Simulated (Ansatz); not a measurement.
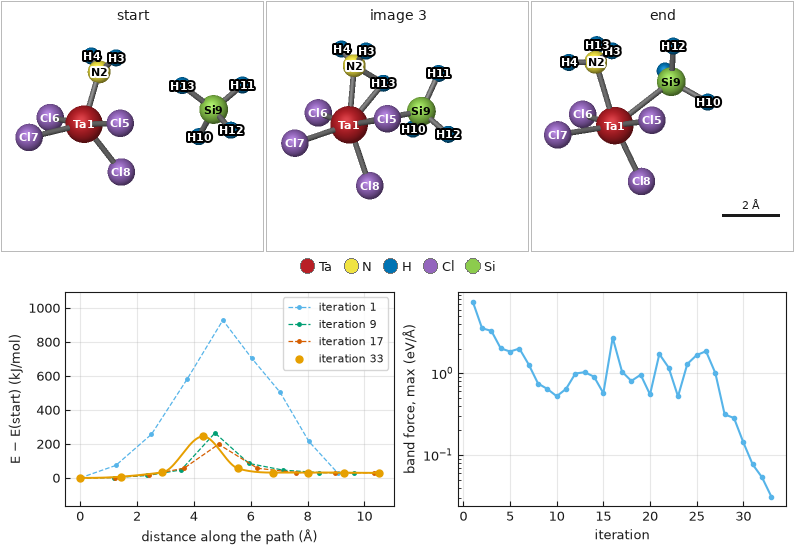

A search for the minimum-energy path of TaSiNH6Cl4, made up at the start of TaNH2Cl4 and SiH4 by the nudged elastic band. Images are numbered from 0 (start) to 8 (end). The plot follows the band through its iterations. Style: ball-and-stick. Shown at a tilt.

Theory: RHF/def2-SVP in Ansatz. Settings: 7 movable images; climbing image; force threshold 0.05 eV/Å; iteration limit 60; starting path through a guess of the saddle point.

> Judge this run.

The result is final at these settings. The band converged in 33 iterations. The largest component of the band force went from 7.5 to 0.031 eV/Å. The climbing image converged on the top of the path. Its vibrational analysis gives one imaginary mode (1823i cm⁻¹), as a transition state must have. The first iteration put the highest image at 928.2 kJ/mol. Forward barrier 244.3 kJ/mol, backward barrier 214.5 kJ/mol, with image 3 at the top; the reaction energy is +29.8 kJ/mol.

Limits of the set-up: the start holds two separate molecules, 3.6 Å apart at their closest, whose relative position is a soft coordinate and is computed without a dispersion correction; Hartree-Fock leaves out electron correlation.

The run took 10 min on 4 threads of Intel(R) Xeon(R) Platinum 8488C (Sapphire Rapids), with other jobs on the host, peak memory 0.69 GiB.
